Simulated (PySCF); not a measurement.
**C$_{3}$HF$_{2}$: a changed input and its effect**

System: C$_{3}$HF$_{2}$, charge −1, SMILES [C-]#CC(F)F.
Method of the first run: GIAO PBE0/pcSseg-1 NMR shielding, non-relativistic, gas phase (PySCF 2.14.0).

The geometry comes from this level: GFN2-xTB. Text and figures count atoms from 1; the logs count them from 0 in places.

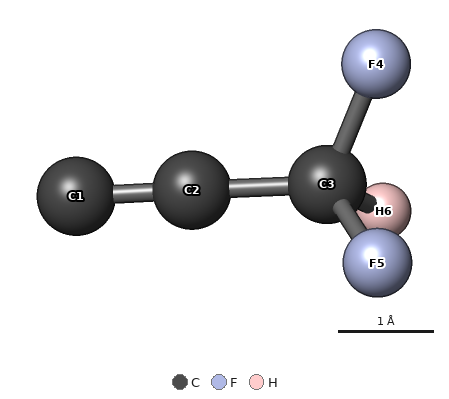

Figure 1. The structure as given in the input (ball-and-stick view, seen at a tilt; atoms are numbered from 1 in the order of the input).

Input, the first run:
```
{"job": {"kind": "nmr", "xc": "PBE0", "basis": "pcSseg-1"}, "charge": -1, "multiplicity": 1}
C      2.264390    -0.023673    -0.041572
C      1.031626    -0.011194    -0.015787
C     -0.399164    -0.002662     0.063489
F     -1.026788     1.168094    -0.430486
F     -1.054151    -1.009367    -0.688728
H     -0.812790    -0.119207     1.091509
```

The first line tells a small driver script what to run in PySCF; the rest is the geometry in Å.

Command:
```bash
OMP_NUM_THREADS=1 python <driver script> task.json out
```

Hardware: 1 CPU thread, shared host.

Output (the first run):
```
coarse grid: 6056 points
cycle   1  E = -313.9833957454  dE =  5.094e-01  |g| = 8.193e-01  |ddm| = 2.370e+00
cycle   2  E = -313.7800281542  dE =  2.034e-01  |g| = 1.288e+00  |ddm| = 3.407e+00
cycle   3  E = -314.1104969186  dE = -3.305e-01  |g| = 2.275e-01  |ddm| = 2.318e+00
cycle   4  E = -314.1224118866  dE = -1.191e-02  |g| = 7.208e-02  |ddm| = 2.629e-01
cycle   5  E = -314.1236257383  dE = -1.214e-03  |g| = 1.837e-02  |ddm| = 1.203e-01
cycle   6  E = -314.1237110508  dE = -8.531e-05  |g| = 3.400e-03  |ddm| = 3.886e-02
cycle   7  E = -314.1237135182  dE = -2.467e-06  |g| = 1.254e-03  |ddm| = 5.721e-03
final grid: 62208 points
cycle   8  E = -314.1685713092  dE = -2.268e-05  |g| = 7.131e-03  |ddm| = 2.272e-02
cycle   9  E = -314.1685630893  dE =  8.220e-06  |g| = 1.050e-02  |ddm| = 1.969e-02
cycle  10  E = -314.1685814414  dE = -1.835e-05  |g| = 8.402e-04  |ddm| = 7.416e-03
cycle  11  E = -314.1685815569  dE = -1.155e-07  |g| = 5.398e-04  |ddm| = 2.385e-03
cycle  12  E = -314.1685816301  dE = -7.326e-08  |g| = 1.391e-04  |ddm| = 8.063e-04
cycle  13  E = -314.1685816346  dE = -4.422e-09  |g| = 1.695e-05  |ddm| = 1.289e-04
cycle  14  E = -314.1685816346  dE = -5.616e-11  |g| = 7.859e-06  |ddm| = 1.797e-05
converged SCF energy = -314.1685816346

GIAO shielding tensors (ppm)
atom      isotropic    diamagn.    paramagn.     s11        s22        s33       span
  0 C      -26.456     282.669    -309.125   -156.574   -131.328    208.534    365.108
  1 C       86.590     261.850    -175.259    -18.800    -14.607    293.177    311.976
  2 C       75.444     235.832    -160.388     52.349     80.251     93.734     41.385
  3 F      262.320     475.032    -212.712    114.428    308.851    363.681    249.253
  4 F      262.358     475.028    -212.670    114.520    308.911    363.642    249.122
  5 H       25.149      27.681      -2.532     22.628     23.676     29.142      6.513
```

For the second run the input was changed thus:
```diff
-"basis": "pcSseg-1"
+"basis": "6-31G*"
+"pop": true
```

What does this change do to the results?

The total energy of the second run is 2.0 kcal/mol higher, which measures the change of basis and not a stability. The HOMO goes from −1.41 to −0.69 eV. The LUMO goes from 5.85 to 6.74 eV. Of all shieldings, the largest change is that of C1, by +28.7 ppm. The number of SCF iterations is the same. The basis functions go from 90 to 72.

Output (the second run):
```
coarse grid: 6056 points
cycle   1  E = -314.0243024969  dE =  5.399e-01  |g| = 8.516e-01  |ddm| = 2.632e+00
cycle   2  E = -313.8109197106  dE =  2.134e-01  |g| = 1.311e+00  |ddm| = 2.359e+00
cycle   3  E = -314.1600956590  dE = -3.492e-01  |g| = 2.483e-01  |ddm| = 1.566e+00
cycle   4  E = -314.1747923973  dE = -1.470e-02  |g| = 7.704e-02  |ddm| = 2.606e-01
cycle   5  E = -314.1762306436  dE = -1.438e-03  |g| = 1.795e-02  |ddm| = 8.027e-02
cycle   6  E = -314.1763172492  dE = -8.661e-05  |g| = 2.925e-03  |ddm| = 2.392e-02
cycle   7  E = -314.1763192174  dE = -1.968e-06  |g| = 1.022e-03  |ddm| = 4.462e-03
final grid: 62208 points
cycle   8  E = -314.1654289907  dE = -1.798e-05  |g| = 8.478e-03  |ddm| = 1.731e-02
cycle   9  E = -314.1654175076  dE =  1.148e-05  |g| = 1.215e-02  |ddm| = 1.728e-02
cycle  10  E = -314.1654432244  dE = -2.572e-05  |g| = 1.000e-03  |ddm| = 9.061e-03
cycle  11  E = -314.1654434204  dE = -1.960e-07  |g| = 6.113e-04  |ddm| = 1.583e-03
cycle  12  E = -314.1654435185  dE = -9.814e-08  |g| = 7.856e-05  |ddm| = 5.585e-04
cycle  13  E = -314.1654435200  dE = -1.415e-09  |g| = 1.900e-05  |ddm| = 1.286e-04
cycle  14  E = -314.1654435200  dE = -8.038e-11  |g| = 6.658e-06  |ddm| = 2.394e-05
converged SCF energy = -314.1654435200

GIAO shielding tensors (ppm)
atom      isotropic    diamagn.    paramagn.     s11        s22        s33       span
  0 C        2.215     287.615    -285.400   -117.966    -90.524    215.134    333.100
  1 C      106.987     250.616    -143.628     13.652     14.910    292.400    278.749
  2 C       92.899     242.674    -149.775     71.059     98.272    109.368     38.309
  3 F      287.585     472.257    -184.672    153.950    333.736    375.069    221.119
  4 F      287.619     472.254    -184.635    154.035    333.788    375.034    220.999
  5 H       25.998      28.374      -2.375     23.881     24.459     29.654      5.773
```

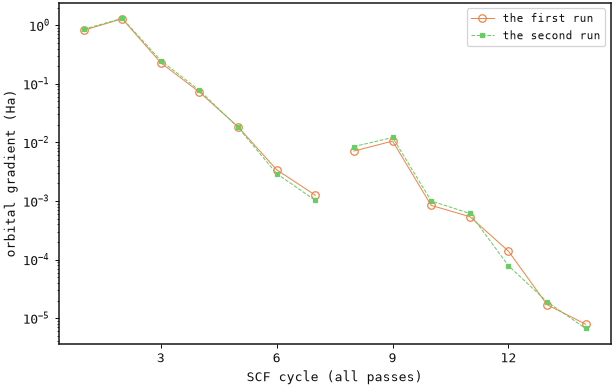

Figure 2. Convergence of the two runs: orbital gradient against the SCF cycle. A break in a curve parts two SCF passes (coarse and final grid). The first run takes 14 cycles in all, and the second run takes 14.

The two runs side by side:

| quantity | the first run | the second run |
| --- | --- | --- |
| outcome | converged | converged |
| total energy (hartree) | −314.168582 | −314.165444 |
| HOMO (eV) | −1.41 | −0.69 |
| LUMO (eV) | 5.85 | 6.74 |
| shielding of C1 (ppm) | −26.5 | 2.2 |
| shielding of C2 (ppm) | 86.6 | 107.0 |
| shielding of C3 (ppm) | 75.4 | 92.9 |
| shielding of F4 (ppm) | 262.3 | 287.6 |
| shielding of F5 (ppm) | 262.4 | 287.6 |
| shielding of H6 (ppm) | 25.1 | 26.0 |
| SCF iterations | 14 | 14 |
| basis functions | 90 | 72 |
| wall time (shared host) | 9.9 s | 8.8 s |
